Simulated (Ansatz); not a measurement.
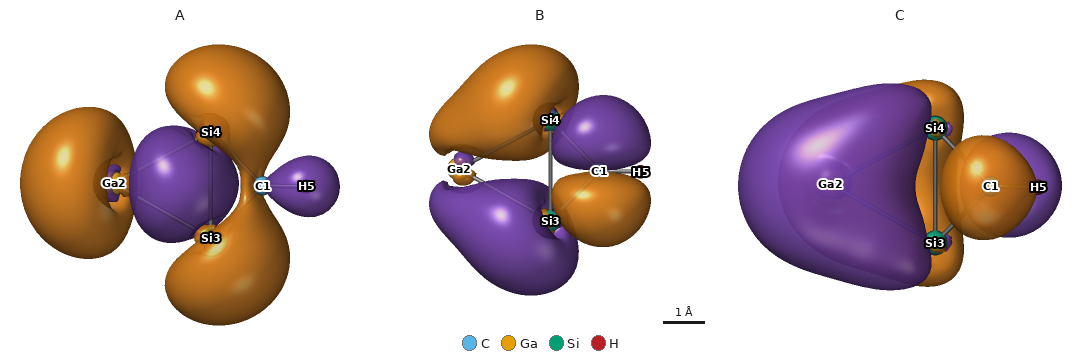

CHGaSi2 (SMILES C1=[Si]2[Ga+][Si-]12). Three frontier orbitals at ±0.06 Å⁻³ᐟ² (orange and purple are the two phases), in no order.

Geometry: B3LYP/6-31G*.

Level of theory: isolated molecule in a Gaussian basis; Kohn-Sham density functional theory, functional PBE0 (Ansatz).

Input file:

```
crystal:
  periodic: [false, false, false]
  atoms:
    - {symbol: C, position_ang: [-1.173086, -1.186558, -2.015289]}
    - {symbol: Ga, position_ang: [0.600650, 0.467912, 0.824409]}
    - {symbol: Si, position_ang: [-1.085402, 0.464149, -1.327992]}
    - {symbol: Si, position_ang: [-0.030338, -1.689471, -0.732282]}
    - {symbol: H, position_ang: [-1.689373, -1.668168, -2.842048]}
basis:
  gaussian:
    orbitals: def2-TZVPD
magnetization:
  spin_polarized: false
hamiltonian:
  xc: pbe0
output: {forces: true, orbitals: {seedname: orbitals}}
```

Command:

```sh
ansatz run input.yaml --threads 2 --pin off --max-ram 4350MiB --events-out events.jsonl --progress --plain --runs-dir runs
```

> Order the three orbitals by energy and name them.

B is the HOMO−1 (−7.17 eV). By Hirshfeld shares it lies mainly on Si4 (about 30 %), Si3 (about 30 %), C1 (about 25 %) and Ga2 (about 15 %); it is symmetric in the molecular plane (an in-plane orbital: σ, lone-pair or in-plane π type). A is the HOMO (−5.59 eV). Its weight (Hirshfeld) is mainly on Ga2 (about 35 %), Si3 (about 30 %) and Si4 (about 30 %); it is symmetric in the molecular plane (an in-plane orbital: σ, lone-pair or in-plane π type). C is the LUMO (−2.65 eV). Its weight (Hirshfeld) is mainly on Ga2 (about 55 %), C1 (about 15 %), Si3 (about 15 %) and Si4 (about 15 %); it changes sign across the molecular plane (π type); π-antibonding (a node) across C1–Si3 and C1–Si4.

> What is the HOMO–LUMO gap?

2.94 eV between the orbital energies.
